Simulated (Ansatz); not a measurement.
# AlAsH7N: the cost of one run

Computed with Ansatz 0.2.0, Gaussian basis. Level: PBE0-D4, def2-SVP first, then def2-TZVP.

152 further runs of the same task are left out: 152 set aside as unsound or not needed. Runs told in other sessions of the task aren't counted.

## Step 1: The system as given

The guess: 10 atoms, charge 0, spin multiplicity 1.

Atoms are counted from 1 here; the program's logs count them from 0.

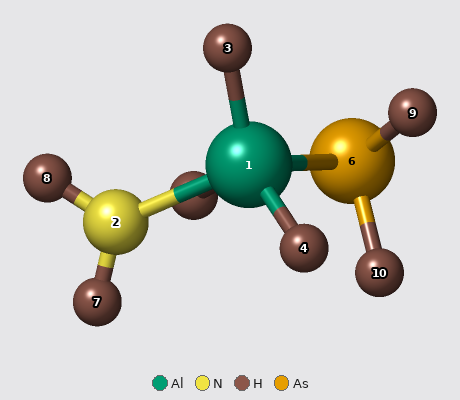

Start geometry, drawn with aluminium teal, nitrogen yellow, hydrogen brown, arsenic amber; atoms are numbered from 1 in the order of the file.

Coordinates:

```
Al   -0.1934   -0.5011    0.6327
N     1.3478    0.6444    0.4223
H     0.2856   -1.9512    0.9542
H    -1.2483    0.1376    1.5887
H     0.6573    0.3498   -0.6676
As   -0.9981   -0.2665   -1.7962
H     1.3641    1.6532    0.5410
H     2.3074    0.3211    0.3432
H    -1.7888   -1.2448   -0.9366
H    -1.7336    0.8575   -1.0818
```

Distances that are to change: Al1–As6 2.57 Å, N2–H5 1.32 Å, Al1–N2 1.93 Å, H5–As6 2.10 Å.

## Step 2: Relaxing the guess with the reacting distances held

File hold/in.yaml:

```yaml
crystal:
  periodic: [false, false, false]
  atoms:
    - {symbol: Al, position_ang: [-0.193400, -0.501100, 0.632700]}
    - {symbol: N, position_ang: [1.347800, 0.644400, 0.422300]}
    - {symbol: H, position_ang: [0.285600, -1.951200, 0.954200]}
    - {symbol: H, position_ang: [-1.248300, 0.137600, 1.588700]}
    - {symbol: H, position_ang: [0.657300, 0.349800, -0.667600]}
    - {symbol: As, position_ang: [-0.998100, -0.266500, -1.796200]}
    - {symbol: H, position_ang: [1.364100, 1.653200, 0.541000]}
    - {symbol: H, position_ang: [2.307400, 0.321100, 0.343200]}
    - {symbol: H, position_ang: [-1.788800, -1.244800, -0.936600]}
    - {symbol: H, position_ang: [-1.733600, 0.857500, -1.081800]}
basis:
  gaussian: {orbitals: def2-SVP}
hamiltonian: {xc: pbe0, dispersion: d4}
relax: {f_tol: 0.04, max_steps: 150, escape_saddle: false, constraints: [{distance: [0, 5]}, {distance: [1, 4]}, {distance: [0, 1]}, {distance: [4, 5]}]}
```

The run is started by

```sh
ansatz run in.yaml --threads 4 --pin off --events-out ev --progress --plain --max-ram 9574MiB
```

**Question.** How long does this run take on 4 threads of Intel Xeon at 2.50GHz, shared host?

About 56 s.
